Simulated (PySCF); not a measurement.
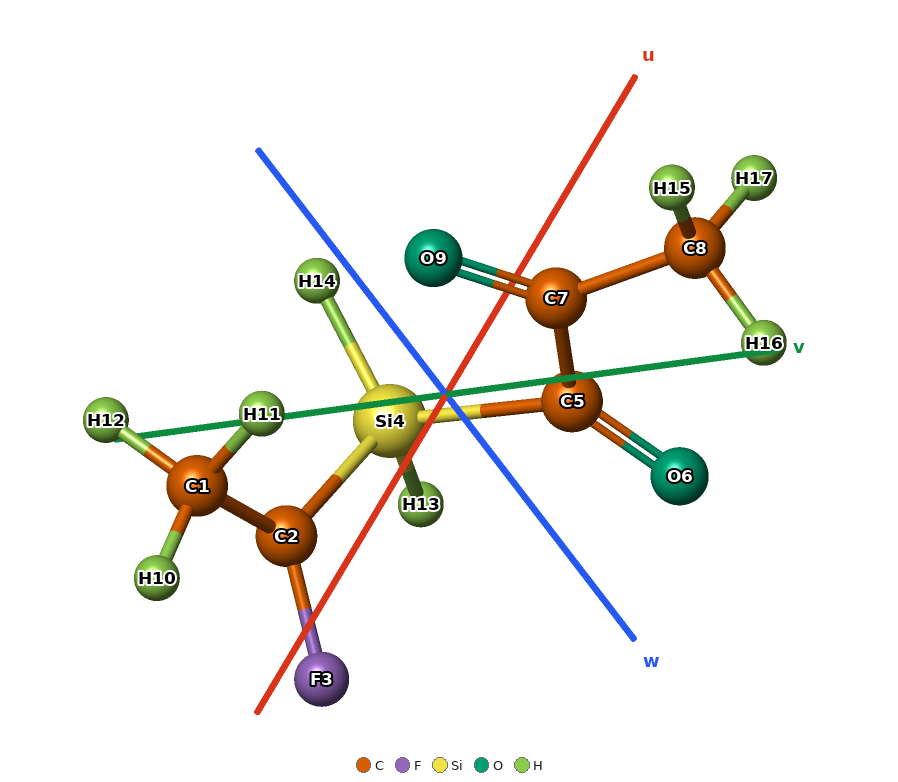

The lines u, v and w are the principal axes of the g tensor. Charge 0, doublet. Computed geometry: GFN2-xTB optimisation. No frequency run is at hand to confirm it as a minimum. Level of theory: UKS B3LYP, pcH-1 on C F H O Si, non-relativistic, mean-field spin-orbit, GIAO (PySCF 2.14.0).

> Along which axis does g lie farthest from the free-electron value?

Along w: the shift is 3573 ppm.

Give the principal values and shifts.

```
axis        g  shift (ppm)
   u  2.00466         2344
   v  2.00281          493
   w  2.00589         3573
```

The geometry is semi-empirical. Around Si such bond lengths and angles can be off by a tenth of an ångström or more and by several degrees, and values that hang on the shape move with them.
